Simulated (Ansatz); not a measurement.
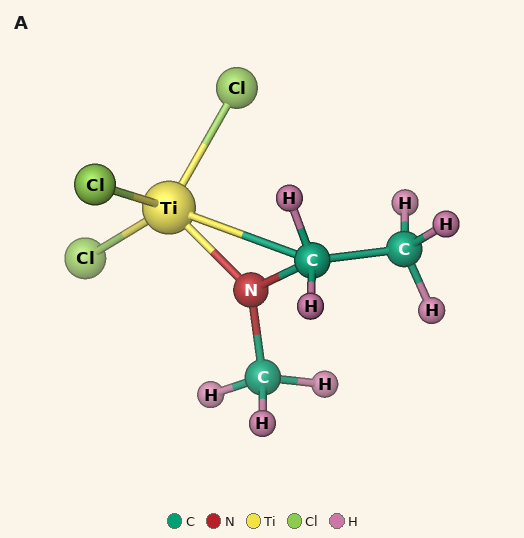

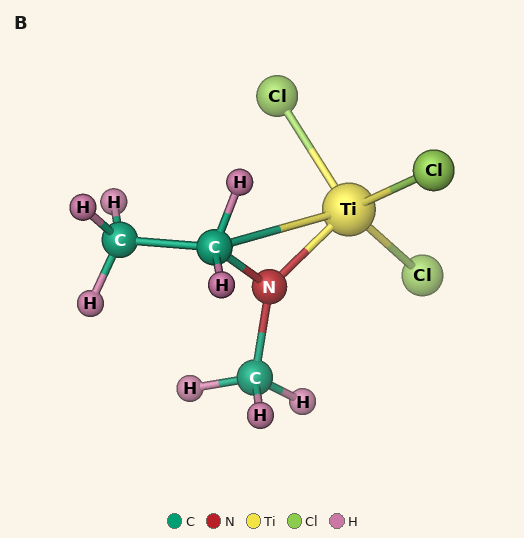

Distant atoms are faded towards the background colour. Charge 0, singlet. The geometry was computed by an optimisation with PBE0-D4/def2-TZVP.

**How are A and B related: the same structure turned, mirror images, conformers, diastereomers or constitutional isomers?**

They are mirror images that no rotation superimposes: the geometry of C3H8Cl3NTi is chiral (C1). Their energies are equal.
